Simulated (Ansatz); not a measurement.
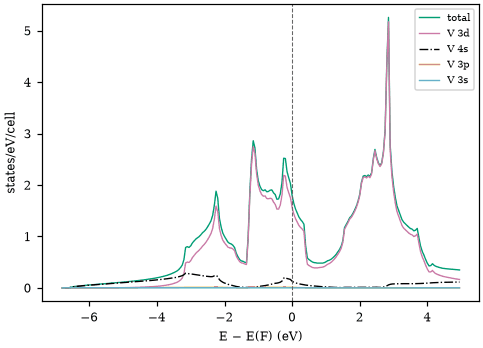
Figure. Total and projected density of states of V (bcc (W type), Im-3m), plane-wave PAW PBE (Ansatz code)

**Question.** Which orbitals carry the states next to the Fermi level?

**Answer.** Within 0.5 eV of the Fermi level: V 3d 87 %, V 4s 7 %, outside the projected shells 5 %. Projections are on Löwdin-orthogonalised atomic valence shells; empty p or d shells of many metals are not among them.

**Question.** Where is the tallest occupied peak in this window, and what makes it?

**Answer.** Near -1.1 eV, about 2.9 states/eV per cell; the largest projected share is V 3d.

The PBE relaxation kept the symmetry of its start. The workflow began spin-polarised and lost its moments.

Potentials: the later of the program's two PAW sets.
